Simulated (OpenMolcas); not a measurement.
**Single-point calculation of CuHO (part 2 of 2)**

CuHO; CASPT2/ANO-RCC-VDZP, DKH2 (OpenMolcas 26.06). The atoms were displaced at random from an optimised geometry.

Geometry of the input (Å):
```
O  -0.2587  -0.3880  -0.1968
Cu 0.9400  0.0891  0.5252
H  -0.7825  0.2923  -0.2490
```

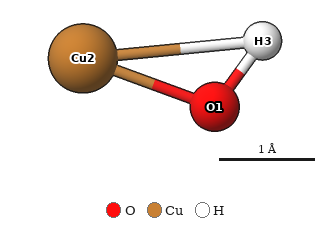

Fig. 1: The structure (ball-and-stick view, seen on its broad side; atoms are numbered from 1 in the order of the input). Sticks mark near contacts.

## Log, continued
```
      ************************************************************************************************************************
                                                      Wave function printout:
                       occupation of active orbitals, and spin coupling of open shells (u,d: Spin up or down)
      ************************************************************************************************************************

      Note: transformation to natural orbitals
      has been made, which may change the order of the CSFs.

      printout of CI-coefficients larger than  0.05 for root  1
      energy=   -1728.602025
      conf/sym  11111     Coeff  Weight
             1  22000  -0.98674 0.97365
             8  20200   0.08426 0.00710
            17  udu0d  -0.07278 0.00530
            25  02002   0.07964 0.00634
            27  uud0d  -0.07597 0.00577

      Natural orbitals and occupation numbers for root  1
      sym 1:   1.972995   1.973755   0.026295   0.002376   0.024579

      ************************************************************************************************************************
      *                                                    Final results                                                     *
      ************************************************************************************************************************

++    Final optimization conditions:
      ------------------------------

      Average CI energy                           -1728.60202544
      RASSCF energy for state  1                  -1728.60202544
      Super-CI energy                                -0.00000000
      RASSCF energy change                           -0.00000000
      Max change in MO coefficients              -1.315E-04
      Max non-diagonal density matrix element    -1.245E-04
      Maximum BLB matrix element                 -4.657E-06
      (orbital pair  18,  25 in symmetry   1)
      Norm of electronic gradient            2.120E-05
--

      Final state energy(ies):
      ------------------------

::    RASSCF root number  1 Total energy:  -1728.60202544
      Von Neumann Entropy (Root   1) =  0.20985

      Mulliken population analysis for root number:  1
      -----------------------------------------------

++    Molecular charges:
      ------------------

      Mulliken charges per centre
      ---------------------------

                O1      CU2     H3
      Total    8.5872 28.4058  1.0070

      N-E     -0.5872  0.5942 -0.0070

      Total electronic charge=   38.000000

      Total            charge=   -0.000000
--

      Expectation values of various properties for root number:  1
      -----------------------------------------------------------

++    Molecular properties:
      ---------------------

      Charge (e):
                      =   -0.0000
      Dipole Moment (debye):
      Origin of the operator (angstrom)=    0.6784   -0.0038    0.3710
                   X=  2.5754E+00               Y=  2.1410E+00               Z=  1.8821E+00           Total=  3.8417E+00
      Quadrupole Moment (debye*angstrom):
      Origin of the operator (angstrom)=    0.6784   -0.0038    0.3710
                  XX= -1.6922E+01              XY= -2.1288E+00              XZ=  7.4753E-01              YY= -1.9008E+01
                  YZ= -8.0652E-01              ZZ= -1.9644E+01
      In traceless form (debye*angstrom)
                  XX=  2.4039E+00              XY= -3.1932E+00              XZ=  1.1213E+00              YY= -7.2507E-01
                  YZ= -1.2098E+00              ZZ= -1.6788E+00
--

      LoProp population analysis for root number:  1
      -----------------------------------------------

++    LoProp analysis:
      ----------------

++    Static properties:
      ------------------

      LoProp Charges per center

                   O1       CU2      H3
      Nuclear      8.0000  29.0000   1.0000
      Electronic  -8.9843 -28.3461  -0.6696

      Total       -0.9843   0.6539   0.3304
--

      Natural Bond Order analysis for root number:  1

++    Natural Bond Order analysis
      ---------------------------
      Based on LoProp computed density
      -------------------------------------------------------------------------------------
      Atom A       Atom B       Bond Order
      -------------------------------------------------------------------------------------
      NBO located      0.997 non-bonded electrons on atom O1
      NBO located      0.981 non-bonded electrons on atom CU2
      NBO located      1.008 non-bonded electrons on atom CU2
      NBO located      0.992 non-bonded electrons on atom CU2
      NBO located      0.996 non-bonded electrons on atom CU2
      NBO located      0.998 non-bonded electrons on atom CU2
      NBO located      0.999 non-bonded electrons on atom CU2
      NBO located      1.000 non-bonded electrons on atom CU2
      NBO located      1.000 non-bonded electrons on atom CU2
      NBO located      1.000 non-bonded electrons on atom CU2
      NBO located      1.000 non-bonded electrons on atom CU2
      NBO located      1.000 non-bonded electrons on atom CU2
      The remaining    7.533 electrons are to be considered as diffuse
--

--

      Average orbitals are written to the RASORB file
      Natural orbitals for root   1 are written to the RASORB.1 file
      Spin density orbitals for root   1 are written to the SPDORB.1 file

--- Stop Module: rasscf /rc=_RC_ALL_IS_WELL_ ---
--- Module rasscf spent 2 seconds ---

--- Start Module: caspt2 ---

                                              &CASPT2

                       available to each process: 1.9 GB of memory, 1 thread

++    Wave function specifications:
      -----------------------------

      Number of closed shell electrons          20
      Number of electrons in active shells       4
      Max number of holes in RAS1 space          0
      Max number of electrons in RAS3 space      0
      Number of inactive orbitals               10
      Number of active orbitals                  5
      Number of secondary orbitals              31
      Spin quantum number                      0.0
      State symmetry                             1
      Number of CSFs                            50
      Number of CASSCF root(s) available         1
      CASPT2 state passed to geometry opt.       1
      A file JOBMIX will be created
      This is a CASSCF or RASSCF reference function
--

++    Orbital specifications:
      -----------------------

      Symmetry species                           1
                                                 a
      Frozen orbitals                            7
      Inactive orbitals                         10
      Active orbitals                            5
      Secondary orbitals                        31
      Deleted orbitals                           0
      Number of basis functions                 53
--

++    CASPT2 specifications:
      ----------------------

      Type of calculation                        SS-CASPT2
      Fock operator                              state-specific
      IPEA shift                                 0.25
      Real shift                                 0.30
      Imaginary shift                            0.00
      The input orbitals will be transformed to quasi-canonical
--

--------------------------------------------------------------------------------
 Estimated memory requirements:
  POLY3 :                   252780
  RHS:                      303847
  SIGMA :                   349200
  PRPCTL:                        0
 Available workspace:    232487189

++ CASPT2 computation for group   1

********************************************************************************
 Multi-State initialization phase begins for group   1
--------------------------------------------------------------------------------
********************************************************************************
 Compute H0 matrices for state    1
--------------------------------------------------------------------------------
--------------------------------------------------------------------------------
 H0 matrices have been computed.

********************************************************************************
  CASPT2 EQUATION SOLUTION
--------------------------------------------------------------------------------

  Total nr of CASPT2 parameters:
   Before reduction:      145745
   After  reduction:      142300

 Variance of |WF0>:       6.0202846758

 The contributions to the second order correlation energy in atomic units.
-----------------------------------------------------------------------------------------------------------------------------
  IT.      VJTU        VJTI        ATVX        AIVX        VJAI        BVAT        BJAT        BJAI        TOTAL       RNORM
-----------------------------------------------------------------------------------------------------------------------------
   1    -0.003397   -0.004025   -0.006063   -0.054135   -0.062193   -0.016303   -0.048297   -0.596517   -0.790930    0.031035
   2    -0.003550   -0.004367   -0.006242   -0.055577   -0.063306   -0.016467   -0.048601   -0.597904   -0.796015    0.007648
   3    -0.003542   -0.004408   -0.006242   -0.055559   -0.063200   -0.016469   -0.048612   -0.597746   -0.795777    0.002328
   4    -0.003538   -0.004419   -0.006230   -0.055475   -0.063145   -0.016462   -0.048588   -0.597649   -0.795506    0.000621
   5    -0.003536   -0.004419   -0.006230   -0.055475   -0.063154   -0.016462   -0.048590   -0.597656   -0.795522    0.000192
   6    -0.003536   -0.004419   -0.006231   -0.055479   -0.063157   -0.016463   -0.048591   -0.597664   -0.795540    0.000050
   7    -0.003536   -0.004419   -0.006231   -0.055479   -0.063157   -0.016463   -0.048591   -0.597663   -0.795539    0.000013
   8    -0.003536   -0.004419   -0.006231   -0.055479   -0.063157   -0.016463   -0.048591   -0.597663   -0.795538    0.000003
-----------------------------------------------------------------------------------------------------------------------------

  FINAL CASPT2 RESULT:

      Reference energy:       -1728.6020254361
      E2 (Non-variational):      -0.7955375869
      Shift correction:          -0.0411126777
      E2 (Variational):          -0.8366502646
      Total energy:           -1729.4386757007
      Residual norm:              0.0000008394
      Reference weight:           0.87947

      Contributions to the CASPT2 correlation energy
      Active & Virtual Only:         -0.0226939238
      One Inactive Excited:          -0.1076054686
      Two Inactive Excited:          -0.6652381945

++ Denominators, etc.
--------------------------------------------------------------------------------------------------------------
 Report on small energy denominators, large coefficients, and large energy contributions.
CASE  SYMM ACTIVE-MIX  NON-ACTIVE INDICES          DENOMINATOR     RHS VALUE       COEFFICIENT     CONTRIBUTION
VJTIP    1  Mu1.0001  In1.017 In1.017               2.00140059     -0.05591554      0.03397609     -0.00189979
AIVX     1  Mu1.0005  In1.012 Se1.028               2.26616469     -0.06660858      0.02559879     -0.00170510
AIVX     1  Mu1.0009  In1.012 Se1.028               2.40634501     -0.10897555      0.03952853     -0.00430764
AIVX     1  Mu1.0009  In1.011 Se1.030               3.51134786      0.11238792     -0.03087141     -0.00346957
VJAIP    1  Mu1.0001  Se1.034 In1.017 In1.015       3.34301098     -0.08822832      0.02719107     -0.00239902
VJAIM    1  Mu1.0001  Se1.033 In1.017 In1.013       3.32330350      0.09166146     -0.02836629     -0.00260010
VJAIM    1  Mu1.0001  Se1.035 In1.017 In1.014       3.37998457      0.09440364     -0.02854364     -0.00269462
VJAIM    1  Mu1.0001  Se1.034 In1.017 In1.015       3.34301098      0.11658390     -0.03595680     -0.00419198
BJAIP    1  Se1.034 In1.014 Se1.035 In1.015         4.73963621      0.13762112     -0.02746309     -0.00377950
BJAIP    1  Se1.034 In1.015 Se1.034 In1.015         4.70266262      0.17966322     -0.03634204     -0.00652933
BJAIM    1  Se1.033 In1.013 Se1.034 In1.014         4.71992873      0.19943296     -0.03987851     -0.00795309
BJAIM    1  Se1.033 In1.013 Se1.033 In1.015         4.68295514      0.16688163     -0.03378824     -0.00563864
BJAIM    1  Se1.033 In1.014 Se1.033 In1.015         4.65551677     -0.14769626      0.02996361     -0.00442551
BJAIM    1  Se1.034 In1.014 Se1.034 In1.015         4.73963621     -0.21336736      0.04258768     -0.00908682
BJAIM    1  Se1.047 In1.014 Se1.047 In1.015        11.75409169     -0.37082643      0.03076354     -0.01140793
BJAIM    1  Se1.032 In1.015 Se1.033 In1.016         4.15318811     -0.12118956      0.02754373     -0.00333801
BJAIM    1  Se1.034 In1.015 Se1.036 In1.016         5.22061698      0.16300129     -0.02964480     -0.00483214
BJAIM    1  Se1.051 In1.013 Se1.052 In1.017        12.61943944      0.25412888     -0.01971229     -0.00500946
BJAIM    1  Se1.034 In1.015 Se1.035 In1.017         4.77149968      0.11779463     -0.02522262     -0.00297109
--

   (Skipping property calculation,
    use PROP keyword to activate)
--

  Total CASPT2 energies:
::    CASPT2 Root  1     Total energy:  -1729.43867570

  A NEW JOBIPH FILE NAMED 'JOBMIX' IS PREPARED.
********************************************************************************
--- Stop Module: caspt2 /rc=_RC_ALL_IS_WELL_ ---

.##################.
.# Happy landing! #.
.##################.

    Timing: Wall=7.41 User=5.42 System=0.91
```

## Results in brief

```tsv
quantity	value
outcome	converged
total energy	−1729.438676 hartree
CASSCF energy	−1728.602025 hartree
basis functions	53
hardware	1 thread of Arm Neoverse V2, 24 GiB of memory available, shared host
wall time	7.8 s
peak memory	0.41 GiB
```
